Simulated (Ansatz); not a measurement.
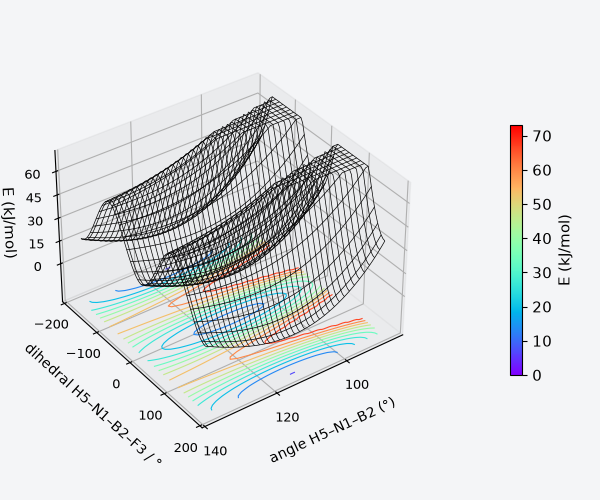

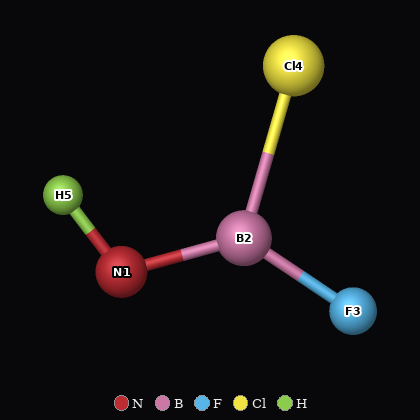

Energy landscape of BClFHN, SMILES [NH-]B(F)Cl, charge −1. First axis: angle H5–N1–B2. Second axis: dihedral H5–N1–B2–F3. Nothing is relaxed (all other coordinates rigid). The grid has 7 × 8 points; 35 points were computed and 21 follow by symmetry. Points are written as (first, second). All energies are given in kJ/mol relative to the lowest grid point. All numbers below come from RKS B3LYP-D4/def2-TZVPD in Ansatz.

The picture shows a relief with its contours projected below, any walls above the top of the colour scale cut off. Between grid points the surface is interpolated. The second picture is the structure at the lowest point.

Describe this landscape.

Answer. The lowest grid point is at (112.1°, −180°). A higher local minimum lies near (112.1°, 0°) (4.0 kJ/mol above the lowest at that grid point). The highest grid point, (87.1°, −90°), lies 111 kJ/mol above the lowest. Round the minimum the two coordinates are nearly uncoupled.

Grid values (kJ/mol):

```
dihedral H5–N1–B2–F3 ↓, angle H5–N1–B2 →  87.1  95.5  103.8  112.1  120.5  128.8  137.1
                                     135    68    50     38     32     31     33     37
                                      90   111    94     81     71     65     60     58
                                      45    70    53     41     36     34     36     40
                                       0    35    17      7      4      7     13     22
                                     −45    70    53     41     36     34     36     40
                                     −90   111    94     81     71     65     60     58
                                    −135    68    50     38     32     31     33     37
                                    −180    35    15      4      0      2      9     18
```

Each point was launched as `ansatz run input.yaml --threads 1 --pin off --max-ram 2048MiB --backend cpu --events-out ev --progress --plain --runs-dir out`. Time for the 35 points that were run: 5.1 min on 1 thread of Intel(R) Xeon(R) Platinum 8259CL CPU @ 2.50GHz (Skylake/Cascade Lake) (shared host).
